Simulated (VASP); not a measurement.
Band structure of InSb (space group F-43m). These are PBEsol GGA with spin-orbit coupling, VASP's PBE PAW potentials (set 64) (plane waves; VASP 6.6.1) values and carry that method's errors.

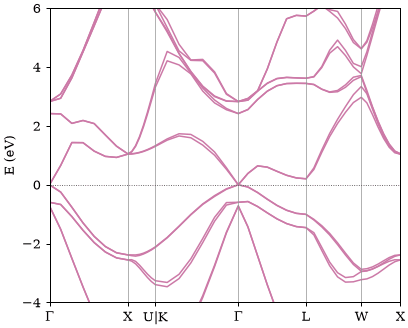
Figure. Bands along high-symmetry lines, zero at the valence-band maximum or, without a gap, the Fermi level

Task: Read the plot: is there a gap, and where are the band edges?

Result: It has no gap at this level: it comes out as a metal or semimetal.

The structure comes from a measured InSb entry (F-43m) of the Crystallography Open Database, whose conditions weren't checked. It was relaxed first.
